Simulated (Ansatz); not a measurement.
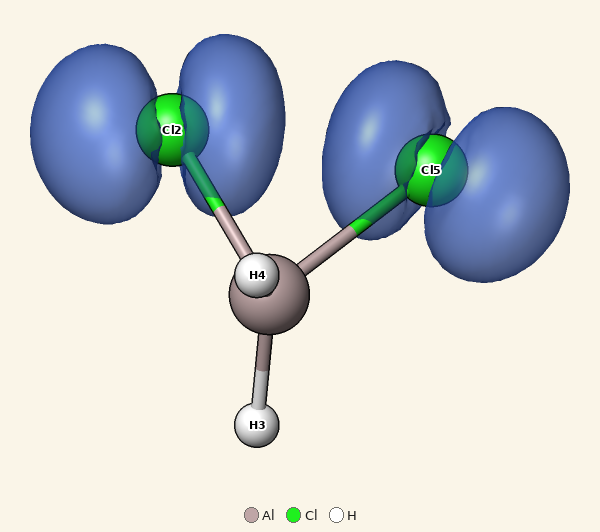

Figure. AlCl2H2 (doublet). Isosurfaces of the spin density (α minus β) at +0.02 (blue) and −0.02 e/Å³ (red), seen at an oblique angle.

Theory: UKS BLYP-D4/def2-SVP in Ansatz.

```yaml
atoms:
  - { symbol: Al, position_ang: [0.0000, -0.1476, 0.7173] }
  - { symbol: Cl, position_ang: [0.0000, 1.7606, 2.0217] }
  - { symbol: H, position_ang: [1.4127, -0.3798, 0.0412] }
  - { symbol: H, position_ang: [-1.4127, -0.3798, 0.0412] }
  - { symbol: Cl, position_ang: [0.0000, -0.8533, 2.9186] }
```

Which atoms carry the spin?

The unpaired spin (1 electron) lies mostly on Cl2 (about 0.5) and Cl5 (about 0.5), in electrons by Hirshfeld's partition.
